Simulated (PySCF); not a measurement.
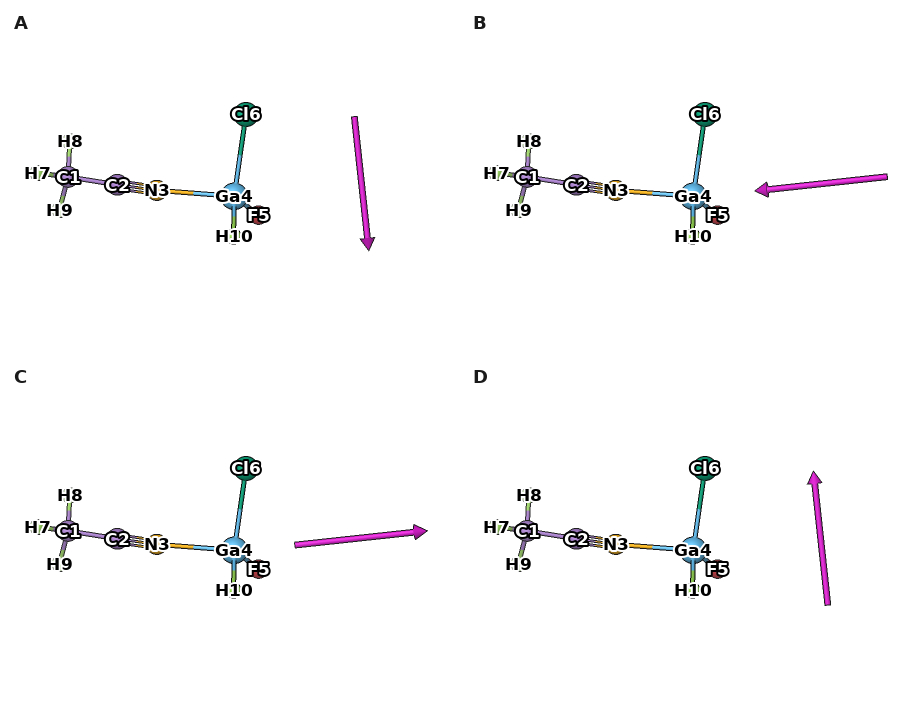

The same molecule four times, each with an arrow. Computed geometry: PBE0-D3(BJ)/def2-SVP optimisation. No frequency run is at hand to confirm it as a minimum. Method: PBE0/def2-SVPD in dimethylsulfoxide (IEF-PCM) (PySCF 2.14.0).

> Which arrow points along the dipole moment, from the negative to the positive end?

B. The dipole moment is 10.49 D; it points from the side of Cl6 to the side of H7 (the outermost atoms at the two ends).
